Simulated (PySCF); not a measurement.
# triplet Si2H5ClO at 6 levels

Aim: a comparison of 6 runs (UB3LYP/cc-pVDZ, UBHLYP/cc-pVDZ, UBLYP/cc-pVDZ, UM06-2X/cc-pVDZ, USVWN5/cc-pVDZ, UTPSS/cc-pVDZ) of triplet Si2H5ClO. The job is set up through a Python script.

The calculation is run with PySCF 2.14.0.

### 1 The system as given

Si2H5ClO: 9 atoms, total charge 0, spin state triplet. As SMILES of the parent species, `O[SiH]([SiH3])Cl`. The shape is that of a PBE0-D4/def2-TZVP optimisation. This is one conformer, not always the lowest. That shape belongs to the parent species and isn't relaxed for this state.

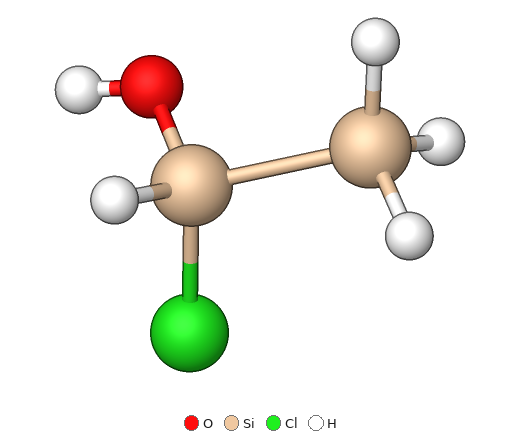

The structure, seen from a chosen angle (oxygen red, silicon light orange, chlorine green, hydrogen white).

### 2 The energy at UB3LYP/cc-pVDZ (run 1)

Input file calc.py:

```python
from pyscf import gto, dft

mol = gto.M(
    atom=[
    ('O', (0.516900, 0.942100, -1.606400)),
    ('Si', (-0.265600, 0.799800, -0.173200)),
    ('Si', (0.351900, -1.250200, 0.759300)),
    ('Cl', (-2.313400, 0.805800, -0.459000)),
    ('H', (0.374000, 1.735000, -2.126800)),
    ('H', (-0.002900, 1.975800, 0.697100)),
    ('H', (1.819900, -1.291800, 0.992500)),
    ('H', (-0.039700, -2.350400, -0.158700)),
    ('H', (-0.352700, -1.412300, 2.058200)),
],
    verbose=4,
    basis='cc-pvdz',
    charge=0,
    max_memory=1860,
    spin=2,
)

myscf = dft.UKS(mol, xc='b3lyp')
myscf.conv_tol = 1e-10
myscf.grids.level = 5
myscf.kernel()
if not myscf.converged:
    myscf = myscf.newton().run(myscf.mo_coeff, myscf.mo_occ)

e_tot = myscf.e_tot
print('Final energy', e_tot)
```

Run with:

```bash
$ OMP_NUM_THREADS=1 python calc.py
```

Log:

```text
PySCF version 2.14.0

[... 58 lines left out ...]
[... the frontier-level lines of each cycle are left out ...]
[... 29 lines left out ...]
[... 29 lines left out ...]
[... 29 lines left out ...]
[... 29 lines left out ...]
[... 1 line left out ...]
cycle= 21 E= -1117.32420037376  delta_E= -2.17e-10  |g|= 4.14e-06  |ddm|= 0.00018


cycle= 22 E= -1117.32420037373  delta_E= 3.3e-11  |g|= 1.8e-06  |ddm|= 0.000286


Extra cycle  E= -1117.32420037375  delta_E= -1.5e-11  |g|= 1.74e-06  |ddm|= 3.21e-05
converged SCF energy = -1117.32420037375  <S^2> = 2.0037091  2S+1 = 3.0024717
Final energy -1117.3242003737462
```

Wall time 48 s (1 thread of Intel Xeon 6975P-C (Granite Rapids), shared host); peak memory 0.51 GiB.

### 3 A single-point energy at UBHLYP/cc-pVDZ (run 2)

Input file job.py:

```python
from pyscf import gto, dft

mol = gto.Mole()
mol.atom = '''
O        0.516900       0.942100      -1.606400
Si      -0.265600       0.799800      -0.173200
Si       0.351900      -1.250200       0.759300
Cl      -2.313400       0.805800      -0.459000
H        0.374000       1.735000      -2.126800
H       -0.002900       1.975800       0.697100
H        1.819900      -1.291800       0.992500
H       -0.039700      -2.350400      -0.158700
H       -0.352700      -1.412300       2.058200
'''
mol.spin = 2
mol.max_memory = 1860
mol.charge = 0
mol.basis = 'cc-pvdz'
mol.verbose = 3
mol.build()

ks = dft.UKS(mol, xc='bhandhlyp')
ks.conv_tol = 1e-10
ks.grids.level = 5
ks.kernel()
if not ks.converged:
    ks = ks.newton().run(ks.mo_coeff, ks.mo_occ)

e_final = ks.e_tot
print('Final energy', e_final)
```

Run with:

```bash
$ OMP_NUM_THREADS=1 python job.py
```

Log:

```text
WARN: HOMO -0.0139648869639344 >= LUMO -0.303645494981959

WARN: HOMO -0.109843203729751 >= LUMO -0.234917089279017

WARN: HOMO -0.098149418010836 >= LUMO -0.237613500363547

WARN: HOMO -0.0903167285481143 >= LUMO -0.214468623244781

WARN: HOMO -0.0986444369635304 >= LUMO -0.208394704105162

WARN: HOMO -0.0988946614471704 >= LUMO -0.202550161898819

WARN: HOMO -0.102263236340881 >= LUMO -0.200848045820831

WARN: HOMO -0.102367437897894 >= LUMO -0.199516658642987

WARN: HOMO -0.102523418763998 >= LUMO -0.19983264295099

WARN: HOMO -0.102702346572328 >= LUMO -0.199732173298427

WARN: HOMO -0.102650928917138 >= LUMO -0.199767373106134

WARN: HOMO -0.102724456324637 >= LUMO -0.199750481623734

WARN: HOMO -0.102643366112291 >= LUMO -0.199768249812234

WARN: HOMO -0.102656487489627 >= LUMO -0.199765051935345

WARN: HOMO -0.102643114293527 >= LUMO -0.199771140826344

WARN: HOMO -0.102646802007429 >= LUMO -0.199782218238885

WARN: HOMO -0.102661384321951 >= LUMO -0.199771244890898

WARN: HOMO -0.102833095904581 >= LUMO -0.199803157227333

WARN: HOMO -0.102793926043396 >= LUMO -0.199786897607965

WARN: HOMO -0.102662451453178 >= LUMO -0.199781884025592

WARN: HOMO -0.102738696589465 >= LUMO -0.199783068096535

WARN: HOMO -0.102591493026231 >= LUMO -0.199778267058901

WARN: HOMO -0.102613783373831 >= LUMO -0.199779907576938

WARN: HOMO -0.102591001623476 >= LUMO -0.199780264951193

WARN: HOMO -0.102598648413401 >= LUMO -0.199780377368547

WARN: HOMO -0.102589790730577 >= LUMO -0.199779828502615

WARN: HOMO -0.102587209487107 >= LUMO -0.199779924215368

WARN: HOMO -0.102587872179332 >= LUMO -0.199779749417684

WARN: HOMO -0.102587709696764 >= LUMO -0.199779848915096

WARN: HOMO -0.102587686323473 >= LUMO -0.199779880748819

converged SCF energy = -1117.2205433507  <S^2> = 2.0067362  2S+1 = 3.0044875
Final energy -1117.2205433507027
```

Wall time 60 s (1 thread of Intel Xeon 6975P-C (Granite Rapids), shared host); peak memory 0.5 GiB.

### 4 A single-point energy at UBLYP/cc-pVDZ (run 3)

Input file run.py:

```python
from pyscf import gto, dft

system = gto.M(
    atom='''
O        0.516900       0.942100      -1.606400
Si      -0.265600       0.799800      -0.173200
Si       0.351900      -1.250200       0.759300
Cl      -2.313400       0.805800      -0.459000
H        0.374000       1.735000      -2.126800
H       -0.002900       1.975800       0.697100
H        1.819900      -1.291800       0.992500
H       -0.039700      -2.350400      -0.158700
H       -0.352700      -1.412300       2.058200
''',
    spin=2,
    max_memory=1860,
    basis='cc-pvdz',
    charge=0,
    verbose=3,
)

mf = dft.UKS(system, xc='blyp')
mf.grids.level = 5
mf.conv_tol = 1e-10
mf.kernel()
if not mf.converged:
    mf = mf.newton().run(mf.mo_coeff, mf.mo_occ)

etot = mf.e_tot
print('E = %.10f Eh' % etot)
```

Run with:

```bash
$ OMP_NUM_THREADS=1 python run.py
```

Log:

```text
WARN: HOMO -0.0521772328089756 >= LUMO -0.284925715442029

WARN: HOMO -0.0605511535615868 >= LUMO -0.0895486004579982

WARN: HOMO -0.0488533967314253 >= LUMO -0.229939942254293

WARN: HOMO -0.0381607577583694 >= LUMO -0.239841891084204

WARN: HOMO -0.040551035293968 >= LUMO -0.249922518652407

WARN: HOMO -0.0443474301276385 >= LUMO -0.249484516187247

WARN: HOMO -0.0419566903912263 >= LUMO -0.247370192216961

WARN: HOMO -0.0432607494140358 >= LUMO -0.248166768004048

WARN: HOMO -0.042842938517174 >= LUMO -0.247260980530889

WARN: HOMO -0.0431706475322131 >= LUMO -0.247466026544422

WARN: HOMO -0.0431293955628984 >= LUMO -0.247402407470776

WARN: HOMO -0.043165889467021 >= LUMO -0.247463302551369

WARN: HOMO -0.0431688707147897 >= LUMO -0.247457587201444

WARN: HOMO -0.0431852698241157 >= LUMO -0.247471277322649

WARN: HOMO -0.0431876001722853 >= LUMO -0.247474718599404

WARN: HOMO -0.0431887694259019 >= LUMO -0.247476189544646

WARN: HOMO -0.043187967792143 >= LUMO -0.247475539354688

WARN: HOMO -0.0431880865513397 >= LUMO -0.247475450810939

converged SCF energy = -1117.23708134592  <S^2> = 2.0023382  2S+1 = 3.0015584
E = -1117.2370813459 Eh
```

Wall time 36 s (1 thread of Intel Xeon 6975P-C (Granite Rapids), shared host); peak memory 0.51 GiB.

Runs 4 to 5 aren't shown in full; the table further down has their settings and results.

### 5 A single-point energy at UTPSS/cc-pVDZ (run 6)

Input file input.xyz:

```xyz
9
ClH5OSi2
O      0.516900     0.942100    -1.606400
Si    -0.265600     0.799800    -0.173200
Si     0.351900    -1.250200     0.759300
Cl    -2.313400     0.805800    -0.459000
H      0.374000     1.735000    -2.126800
H     -0.002900     1.975800     0.697100
H      1.819900    -1.291800     0.992500
H     -0.039700    -2.350400    -0.158700
H     -0.352700    -1.412300     2.058200
```

Input file input.py:

```python
from pyscf import gto, dft

mol = gto.Mole()
mol.atom = 'input.xyz'
mol.basis = 'cc-pvdz'
mol.charge = 0
mol.max_memory = 1860
mol.spin = 2
mol.verbose = 4
mol.build()

ks = dft.UKS(mol, xc='tpss')
ks.grids.level = 5
ks.conv_tol = 1e-10
ks.kernel()
if not ks.converged:
    ks = ks.newton().run(ks.mo_coeff, ks.mo_occ)

energy = ks.e_tot
print(f'total energy: {energy:.8f} hartree')
```

Run with:

```bash
$ OMP_NUM_THREADS=1 python input.py
```

Log:

```text
PySCF version 2.14.0

[... 77 lines left out ...]
[... the frontier-level lines of each cycle are left out ...]
[... 23 lines left out ...]
[... 23 lines left out ...]
[... 23 lines left out ...]
[... 1 line left out ...]
cycle= 16 E= -1117.36058006205  delta_E= -4.71e-10  |g|= 7.19e-06  |ddm|= 0.00014


cycle= 17 E= -1117.36058006213  delta_E= -7.71e-11  |g|= 4.45e-06  |ddm|= 0.000192


Extra cycle  E= -1117.36058006207  delta_E= 6.07e-11  |g|= 9.68e-06  |ddm|= 4.06e-05
converged SCF energy = -1117.36058006207  <S^2> = 2.0037034  2S+1 = 3.0024679
total energy: -1117.36058006 hartree
```

It took 71 s on 1 thread of Intel Xeon 6975P-C (Granite Rapids), shared host; peak memory 0.54 GiB.

### 6 The series

```
run            level   energy (Eh)  dipole moment (D)  HOMO energy (eV)   ⟨S²⟩  wall time
  1   UB3LYP/cc-pVDZ  -1117.324200               0.93             -1.94  2.004       48 s
  2   UBHLYP/cc-pVDZ  -1117.220543               1.00             -2.79  2.007       60 s
  3    UBLYP/cc-pVDZ  -1117.237081               0.92             -1.18  2.002       36 s
  4  UM06-2X/cc-pVDZ  -1117.161031               1.18             -2.82  2.004      2 min
  5   USVWN5/cc-pVDZ  -1112.906057               0.94             -1.44  2.001       19 s
  6    UTPSS/cc-pVDZ  -1117.360580               1.01             -1.47  2.004       71 s
```

### 7 Summary of results

```
                                 quantity           value
                      run 6: total energy  -1117.36058 Eh
                     run 6: dipole moment          1.01 D
run 6: HOMO energy (highest over α and β)        -1.47 eV
                              run 6: ⟨S²⟩           2.004
```

The dipole moment (its size) runs from 0.92 D (UBLYP/cc-pVDZ) to 1.18 D (UM06-2X/cc-pVDZ). Totals of different functionals can't be ranked against each other. All runs together took 5.9 min, the longest 2 min.
